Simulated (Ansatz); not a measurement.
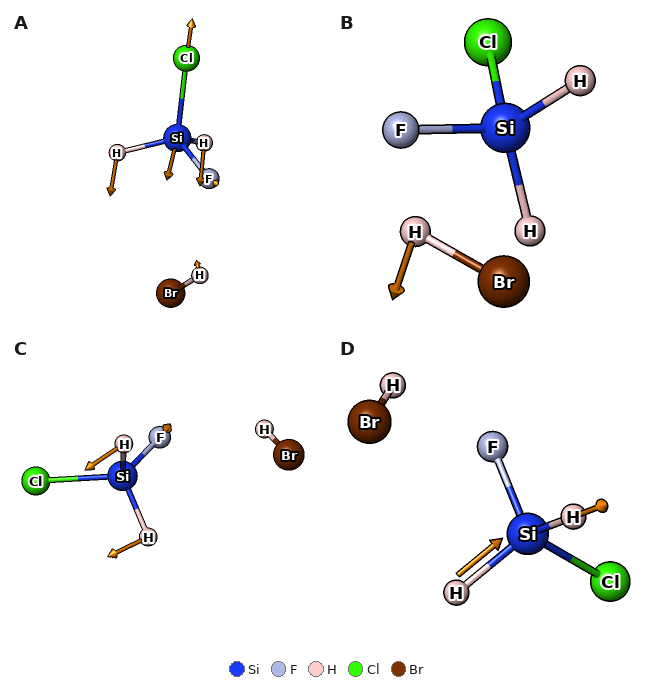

4 normal modes of one molecule or complex, as arrows. Harmonic vibrations computed with RKS PBE0-D4/def2-TZVP (Ansatz 0.2.0) at a stationary point of the same level.

**Match the panels to the wavenumbers 150 cm⁻¹, 565 cm⁻¹, 871 cm⁻¹, 2301 cm⁻¹.**

A: 565 cm⁻¹, Cl–Si stretching
B: 150 cm⁻¹
C: 871 cm⁻¹
D: 2301 cm⁻¹, out-of-phase stretching of 2 Si–H bonds
